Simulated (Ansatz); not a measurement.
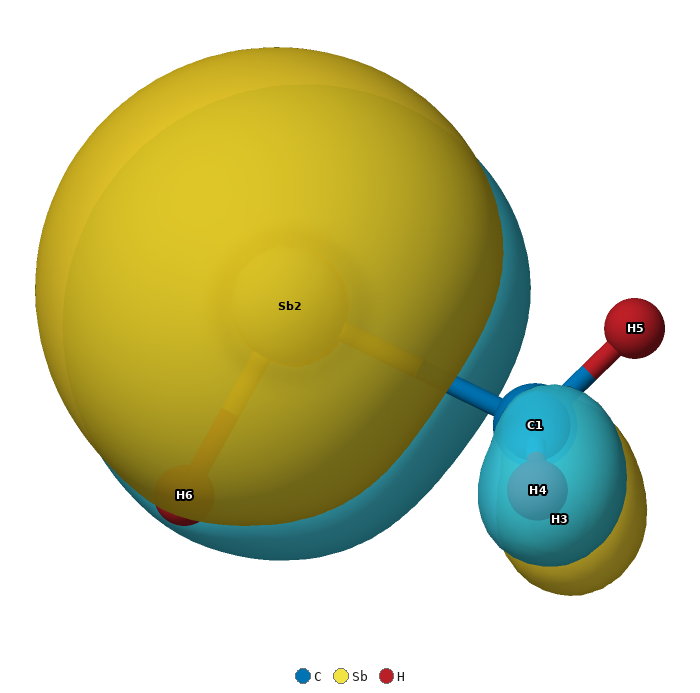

*CH4Sb (SMILES [CH3][SbH]) (doublet). One frontier orbital at ±0.06 Å⁻³ᐟ² (yellow and cyan are the two phases), seen across its widest extent.*

Core potentials replace the inner electrons of Sb.

These are results of Ansatz 0.2.0, UKS PBE0/def2-SVP, not measurements.

Input file:

```
crystal:
  periodic: [false, false, false]
  atoms:
    - { symbol: C, position_ang: [-0.1945, -0.4029, -0.4418] }
    - { symbol: Sb, position_ang: [0.2213, 0.0092, 1.6245] }
    - { symbol: H, position_ang: [-0.952, 0.4396, -0.8413] }
    - { symbol: H, position_ang: [-0.6685, -1.333, -0.5541] }
    - { symbol: H, position_ang: [0.6952, -0.3647, -1.0665] }
    - { symbol: H, position_ang: [-1.49986, -0.0961, 2.05987] }
magnetization:
  spin_polarized: true
  initial_magnetization: 1
basis:
  gaussian: { orbitals: def2-SVP }
hamiltonian:
  xc: pbe0
relax:
  f_tol: 0.015
  max_steps: 40
output:
  orbitals: {}
```

Launched as:

```sh
ansatz run input.yaml --threads 1 --pin off --max-ram 2048MiB --backend cpu --events-out ev --progress --plain --runs-dir out
```

The fields are those of the relaxed geometry.

> Which orbital is it: HOMO (β) or LUMO (β)?

The LUMO (β), at −2.61 eV. Its weight (Hirshfeld) is mainly on Sb2 (about 90 %).
